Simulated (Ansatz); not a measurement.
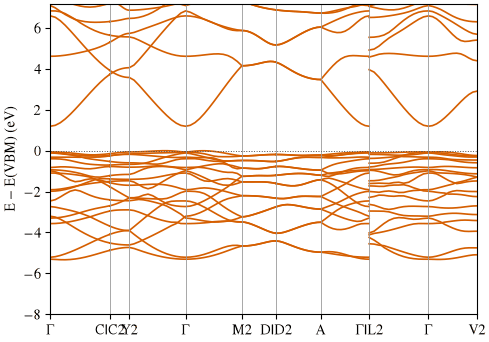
Figure. Band structure from PBE (plane waves, PAW; program Ansatz)

The gap is 1.19 eV; an edge lies off the plotted path or next to a special point (maximum off the standard path, minimum at Γ).

### Question
Pick the material that matches.
(A) C, C2/c (C on 8f, C on 8f)
(B) In2O3, C2/c (In on 8f, O on 8f, O on 4e)
(C) Ga2O3, C2/m (Pearson symbol mS20)
(D) SiGe, Cm (Pearson symbol mS32)

### Answer
B, In2O3, C2/c (In on 8f, O on 8f, O on 4e)

The start of the workflow was typed in or built on a structure type; neither database checked (COD, Materials Project) lists it. It is not the phase usual at ambient conditions (space group No. 206). The PBE relaxation kept the symmetry of its start; whether a distortion lowers the energy is not shown. Scalar-relativistic: spin–orbit coupling is off unless named, which matters more the heavier the elements.

Potentials: the earlier of the program's two PAW sets.
